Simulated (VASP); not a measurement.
Band structure of BeTe (space group P6_3mc). These are PBEsol GGA, VASP's PBE PAW potentials (set 64) (plane waves; VASP) values and carry that method's errors.

Unless said otherwise, spin-orbit coupling is left out, though it shifts the bands of the heavy elements here.

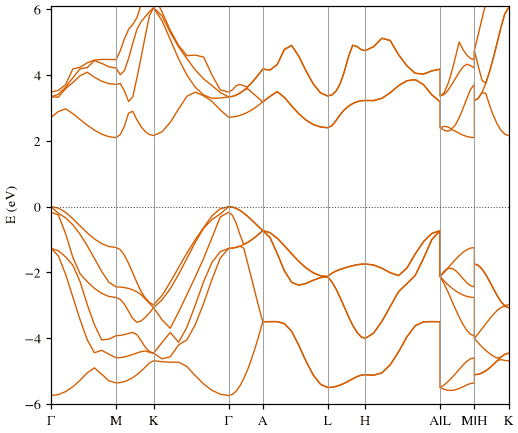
Fig. 1. Bands along high-symmetry lines, zero at the valence-band maximum or, without a gap, the Fermi level

**Question.** Read the plot: is there a gap, and where are the band edges?

**Answer.** The gap is indirect, 2.10 eV, from the valence maximum at Γ to the conduction minimum at M. (Edges off the drawn lines would not show.)

The structure comes from a computed database's BeTe entry (P6_3mc); how it stands against other phases isn't given here. It was relaxed first.
